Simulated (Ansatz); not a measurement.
## Geometry relaxation of HfH2OF4 (part 1 of 2)

HfH2OF4, computed with RKS PBE-D4/def2-SVP (Ansatz 0.2.0).

The input holds or restrains some coordinates. It belongs to a series of runs on one base structure; here: pulled along the bonds that form and break, towards end A.

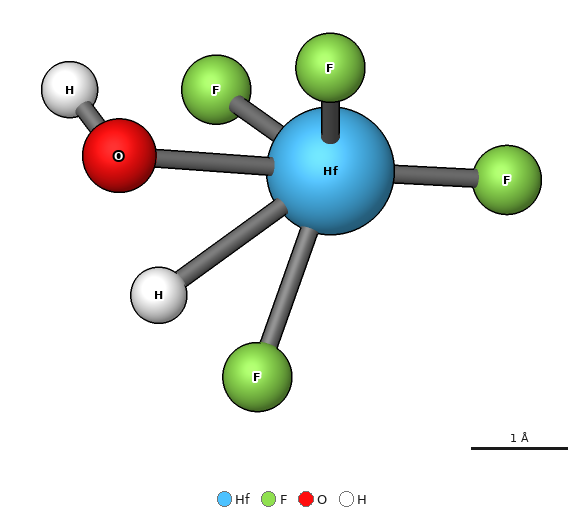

The structure as given in the input (ball-and-stick view, seen at a tilt). Sticks mark near contacts. Bond lengths as drawn: F–Hf 1.98 to 2.33 Å, Hf–O 2.37 Å, H–Hf 2.36 Å and H–O 1.01 Å.

### Input
```yaml
crystal:
  periodic: [false, false, false]
  atoms:
    - { symbol: Hf, position_ang: [0.0, 0.0, 0.0] }
    - { symbol: F, position_ang: [0.0, 0.0, 2.33] }
    - { symbol: F, position_ang: [1.8671, 0.0, -0.6593] }
    - { symbol: F, position_ang: [-0.9326, 1.6157, -0.6593] }
    - { symbol: F, position_ang: [-0.9326, -1.6157, -0.6593] }
    - { symbol: O, position_ang: [-2.2491, 0.0, 0.7473] }
    - { symbol: H, position_ang: [-2.7942, -0.6297, 0.1759] }
    - { symbol: H, position_ang: [-1.3253, 0.0, 1.9476] }
basis:
  gaussian: { orbitals: def2-SVP }
hamiltonian:
  xc: pbe
  dispersion: d4
relax:
  f_tol: 0.15
  max_steps: 25
  restrain:
    - { distance: [0, 5], at: 3.27, k: 30.0 }
    - { distance: [7, 1], at: 2.12, k: 30.0 }
    - { distance: [0, 1], at: 1.98, k: 30.0 }
    - { distance: [7, 5], at: 1.01, k: 30.0 }
output:
  orbitals: {}
```

Command:
```bash
ansatz run input.yaml --threads 2 --pin off --max-ram 3072MiB --backend cpu --events-out ev --progress --plain --runs-dir out
```

### What the program printed
```
The last accepted step is kept in [file] (removed where the run ends without a failure and the disk answers)
Engine: ansatz 0.2.0, aarch64-unknown-linux-gnu
Functional definition: PBE
  parameter kappa = 0.804
  parameter beta = 0.06672455060314922
  exchange = pbe_x(kappa = kappa, mu = beta*pi^2/3)
  correlation = pbe_c(beta = beta)
1165 factors; their error is unknown
mean field evaluation 1: about -14225.7099 eV, gradient 8.6e1 eV
mean field evaluation 2: about -13908.2307 eV, gradient 3.5e2 eV
mean field evaluation 4: about -14235.0707 eV, gradient 4.6e1 eV
mean field evaluation 8: about -14238.7094 eV, gradient 6.4e-1 eV
mean field evaluation 16: about -14238.6185 eV, gradient 2.0e-3 eV
mean field -14238.61849682 eV, -523.2595784760 hartree, gradient 6.6e-5 eV, S^2 0.000000; 0 other end points of the search recorded, 0 dependent functions left out
the calculation of the forces begins
reference -14238.61857193 eV, -523.2595812361 hartree; 29, 29 occupied and 83, 83 virtual orbitals, 1165 factors
relax step   1: F+E_penalty+E_count = -14238.74771938 eV  Δ(F+E_penalty+E_count) = +0.000e0 eV  max|allowed force component| = 3.378e0 eV/Å  E_restraint = 26.03542439 eV  max|allowed force component, restraints' pulls added| = 3.116e1 eV/Å  Δτ_max = 0.0000 Å  (30 SCF iters, accepted)
  distance Hf 0 - O 5 = 2.3700 Å
  distance H 7 - F 1 = 1.3794 Å
  distance Hf 0 - F 1 = 2.3300 Å
  distance H 7 - O 5 = 1.5146 Å
these checks for a lower state are left out or cut short: starts, cluster_reference, orbital_swaps, neighbouring_geometries, increment
1165 factors; their error is unknown
mean field -14238.86032399 eV, -523.2684654603 hartree, gradient 9.9e-6 eV, S^2 0.000000; 0 other end points of the search recorded, 0 dependent functions left out
[... from here on the field's lines of each further geometry are left out, up to the last ...]
relax step   2: F+E_penalty+E_count = -14238.98738634 eV  Δ(F+E_penalty+E_count) = -2.397e-1 eV  max|allowed force component| = 5.539e0 eV/Å  E_restraint = 11.82663363 eV  max|allowed force component, restraints' pulls added| = 2.270e1 eV/Å  Δτ_max = 0.1949 Å  (42 SCF iters, accepted)
relax step   3: F+E_penalty+E_count = -14239.81088456 eV  Δ(F+E_penalty+E_count) = -8.235e-1 eV  max|allowed force component| = 6.488e0 eV/Å  E_restraint = 4.14537317 eV  max|allowed force component, restraints' pulls added| = 1.160e1 eV/Å  Δτ_max = 0.1948 Å  (34 SCF iters, accepted)
relax step   4: F+E_penalty+E_count = -14240.85444294 eV  Δ(F+E_penalty+E_count) = -1.044e0 eV  max|allowed force component| = 4.388e0 eV/Å  E_restraint = 0.66901535 eV  max|allowed force component, restraints' pulls added| = 5.926e0 eV/Å  Δτ_max = 0.1950 Å  (35 SCF iters, accepted)
relax step   5: F+E_penalty+E_count = -14241.37672062 eV  Δ(F+E_penalty+E_count) = -5.223e-1 eV  max|allowed force component| = 1.719e0 eV/Å  E_restraint = 0.03745828 eV  max|allowed force component, restraints' pulls added| = 1.719e0 eV/Å  Δτ_max = 0.1991 Å  (32 SCF iters, accepted)
relax step   6: F+E_penalty+E_count = -14241.51755717 eV  Δ(F+E_penalty+E_count) = -1.408e-1 eV  max|allowed force component| = 1.127e0 eV/Å  E_restraint = 0.02595242 eV  max|allowed force component, restraints' pulls added| = 1.127e0 eV/Å  Δτ_max = 0.1997 Å  (34 SCF iters, accepted)
relax step   7: F+E_penalty+E_count = -14241.60450526 eV  Δ(F+E_penalty+E_count) = -8.695e-2 eV  max|allowed force component| = 8.563e-1 eV/Å  E_restraint = 0.01574038 eV  max|allowed force component, restraints' pulls added| = 5.270e-1 eV/Å  Δτ_max = 0.2000 Å  (34 SCF iters, accepted)
relax step   8: F+E_penalty+E_count = -14241.64523498 eV  Δ(F+E_penalty+E_count) = -4.073e-2 eV  max|allowed force component| = 7.870e-1 eV/Å  E_restraint = 0.01415089 eV  max|allowed force component, restraints' pulls added| = 3.763e-1 eV/Å  Δτ_max = 0.2000 Å  (34 SCF iters, accepted)
relax step   9: F+E_penalty+E_count = -14241.67415102 eV  Δ(F+E_penalty+E_count) = -2.892e-2 eV  max|allowed force component| = 8.782e-1 eV/Å  E_restraint = 0.01520071 eV  max|allowed force component, restraints' pulls added| = 1.452e-1 eV/Å  Δτ_max = 0.2000 Å  (34 SCF iters, accepted)
relax step  10: F+E_penalty+E_count = -14241.65412719 eV  Δ(F+E_penalty+E_count) = +2.002e-2 eV  max|allowed force component| = 1.271e0 eV/Å  E_restraint = 0.01356296 eV  max|allowed force component, restraints' pulls added| = 1.252e0 eV/Å  Δτ_max = 0.1954 Å  (34 SCF iters, rejected (line search))
relax step  11: F+E_penalty+E_count = -14241.67675809 eV  Δ(F+E_penalty+E_count) = -2.607e-3 eV  max|allowed force component| = 7.724e-1 eV/Å  E_restraint = 0.01432342 eV  max|allowed force component, restraints' pulls added| = 4.430e-1 eV/Å  Δτ_max = 0.0945 Å  (28 SCF iters, accepted)
the calculation of the forces begins
reference -14241.56076156 eV, -523.3677047106 hartree; 29, 29 occupied and 83, 83 virtual orbitals, 1165 factors
relax step  12: F+E_penalty+E_count = -14241.67946874 eV  Δ(F+E_penalty+E_count) = -2.711e-3 eV  max|allowed force component| = 8.436e-1 eV/Å  E_restraint = 0.01418136 eV  max|allowed force component, restraints' pulls added| = 3.845e-2 eV/Å  Δτ_max = 0.0301 Å  (29 SCF iters, accepted)
  distance Hf 0 - O 5 = 3.2528 Å
  distance H 7 - F 1 = 2.1231 Å
  distance Hf 0 - F 1 = 1.9617 Å
  distance H 7 - O 5 = 0.9925 Å
1165 factors; their error is unknown
mean field evaluation 128: about -14241.5607 eV, gradient 6.4e-3 eV
```

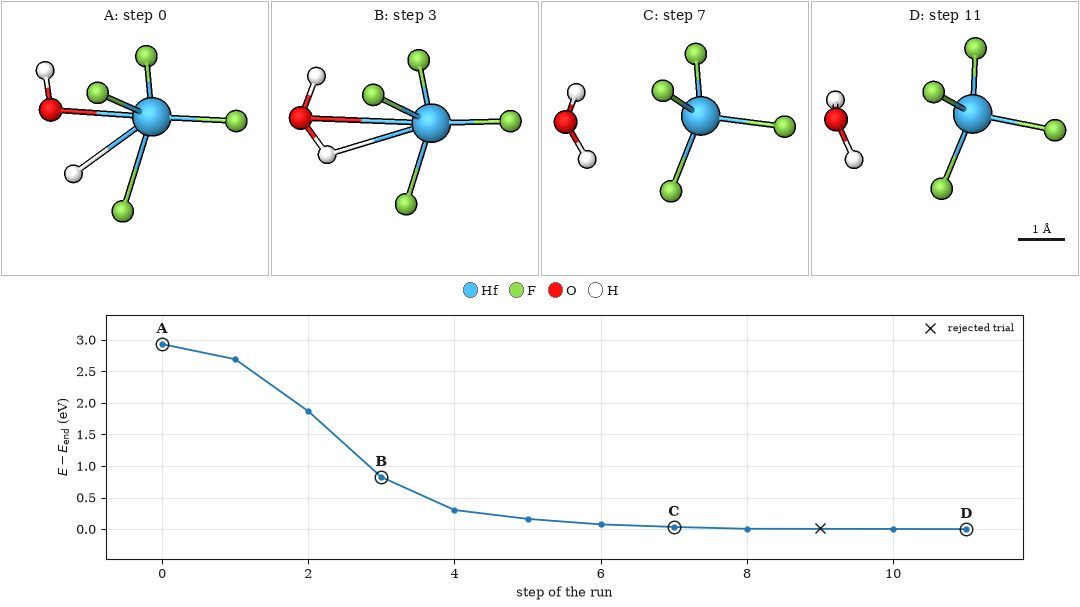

Frames of the restrained relaxation (ball-and-stick view, seen at a tilt) above the curves, on which the letters mark them (the first geometry is step 0 here and step 1 in the log).

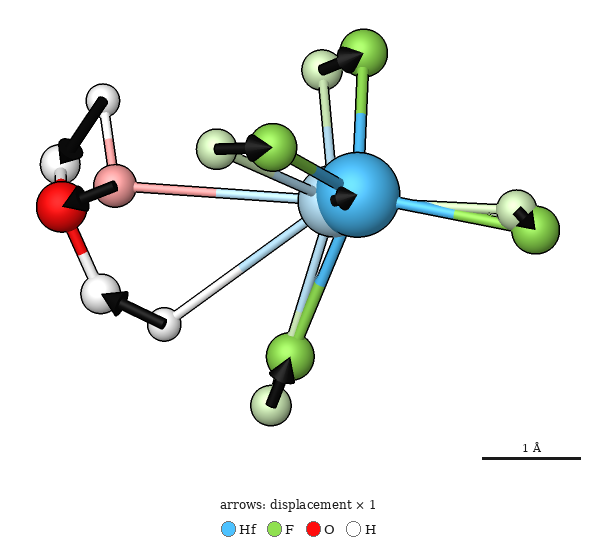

Start (faint) and end (solid) with the displacements as black arrows, at true length (ball-and-stick view, seen at a tilt). The two geometries are laid on each other by the best rigid fit. Over 11 geometry steps the energy falls by 2.932 eV. Largest force component: 3.4 eV/Å at the start, 0.84 eV/Å at the end. The line search rejected the trial step at point 9 (counted from 0) and went back. H7 moves most after the best rigid fit: 1.00 Å. Largest moves by element: H 1.00 Å, F 0.67 Å, O 0.63 Å, Hf 0.31 Å. Among the contacts that change: Hf1–O6 2.370 → 3.253 Å, Hf1–H8 2.356 → 3.139 Å, O6–H8 1.515 → 0.993 Å, Hf1–F2 2.330 → 1.962 Å. New bonds form: O6–H8 (1.51 → 0.99 Å). Bonds break: Hf1–H8 (2.36 → 3.14 Å), Hf1–O6 (2.37 → 3.25 Å). Among the angles that change: F2–Hf1–F4 109.5° → 114.1°, F2–Hf1–F3 109.4° → 105.9°, F4–Hf1–F5 109.5° → 112.7°. (Atoms are counted from 1 in the order of the input.)

```
mean field -14241.56068790 eV, -523.3677020036 hartree, gradient 5.6e-6 eV, S^2 0.000000; 1 other end points of the search recorded, 0 dependent functions left out
the calculation of the forces begins
reference -14241.56076156 eV, -523.3677047106 hartree; 29, 29 occupied and 83, 83 virtual orbitals, 1165 factors
Total energy: -14241.67954240 eV, -523.3720698261 hartree
Atom 0 at     0.240748     0.080090    -0.179082 Å, force    -0.519969    -0.047859     0.746360 eV/Å
Atom 1 at     0.027502    -0.029644     1.767932 Å, force     0.133099     0.031031    -0.551407 eV/Å
Atom 2 at     2.121206    -0.014110    -0.504517 Å, force    -0.008537     0.002977     0.001662 eV/Å
Atom 3 at    -0.333043     1.742351    -0.934746 Å, force    -0.002853    -0.002776     0.004020 eV/Å
Atom 4 at    -0.514843    -1.438443    -1.074327 Å, force     0.001322     0.004842     0.003773 eV/Å
Atom 5 at    -2.722846     0.007019     1.159681 Å, force     0.843634    -0.035038     0.204438 eV/Å
Atom 6 at    -3.095888    -0.889986     1.069849 Å, force    -0.010066    -0.008818    -0.001631 eV/Å
Atom 7 at    -2.089537    -0.086977     1.918110 Å, force    -0.436631     0.055642    -0.407216 eV/Å
Dipole moment:    -0.160035    -0.299201     0.251033 e Å
```

### Trajectory as extended XYZ (Å, eV, eV/Å), 12 frames, from step=1 to step=12
```
8
Properties=species:S:1:pos:R:3:forces:R:3 step=1 energy=-14238.74772
Hf    0.0000    0.0000    0.0000   -3.3784   0.3078   0.7276
F     0.0000    0.0000    2.3300   -1.8963   0.1333  -2.8638
F     1.8671    0.0000   -0.6593   -1.1554  -0.0339   0.4501
F    -0.9326    1.6157   -0.6593    1.9550  -1.0324  -0.0486
F    -0.9326   -1.6157   -0.6593    1.6859   0.8526  -0.1771
O    -2.2491    0.0000    0.7473    2.2700   0.4694   1.5047
H    -2.7942   -0.6297    0.1759    1.0925   0.1533   1.6422
H    -1.3253    0.0000    1.9476   -0.5733  -0.8502  -1.2351
8
Properties=species:S:1:pos:R:3:forces:R:3 step=2 energy=-14238.98739
Hf    0.1208    0.0025    0.0236   -5.5386   0.3137   1.6695
F     0.0912    0.0015    2.2516   -0.6554   0.0628  -3.1078
F     1.8768   -0.0003   -0.6618    0.8046  -0.0123  -0.2869
F    -0.9057    1.5973   -0.6559    2.1420  -1.5898   0.3446
F    -0.9081   -1.5980   -0.6569    1.8286   1.4780   0.3366
O    -2.3688    0.0056    0.8839    2.5245   0.7835   1.7147
H    -2.7833   -0.6285    0.1952    1.5313   0.1884   2.1449
H    -1.4896   -0.0097    1.8433   -2.6371  -1.2243  -2.8157
```
